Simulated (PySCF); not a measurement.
C₂H₁₀O₂Si₃, SMILES O=C([SiH2][SiH2][SiH3])OC at its GFN2-xTB optimised geometry (Å):

```
17

C      3.3969     1.6952     1.4235
O      3.0225     0.3963     0.9701
C      1.7593     0.2189     0.5983
O      0.9278     1.1034     0.6379
Si     1.3905    -1.5627     0.0000
Si    -0.9233    -1.5627     0.0000
Si    -1.8543     0.5665     0.0000
H      3.2950     2.4187     0.6123
H      4.4324     1.6223     1.7446
H      2.7549     2.0022     2.2515
H      2.1873    -2.4187     0.8845
H      2.0632    -1.6392    -1.3035
H     -1.3724    -2.3790    -1.1434
H     -1.3804    -2.3634     1.1528
H     -3.2950     0.4651    -0.2951
H     -1.3009     1.4167    -1.0506
H     -1.7718     1.2267     1.2987
```

Computed with PBE/def2-SVP in PySCF. Cells within 0.4 Å of a nucleus heavier than hydrogen are left out (blank, or x).

Map of the Laplacian of the electron density (e/bohr⁵), clipped to [-1.50, 1.50] on the plane z = 0.0 Å:

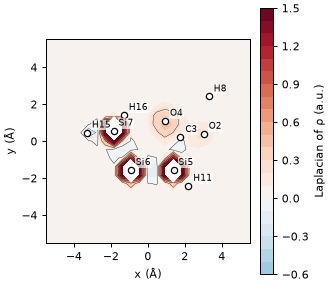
Laplacian of the electron density (e/bohr⁵), clipped to [-1.50, 1.50] on the plane z = 0.0 Å.
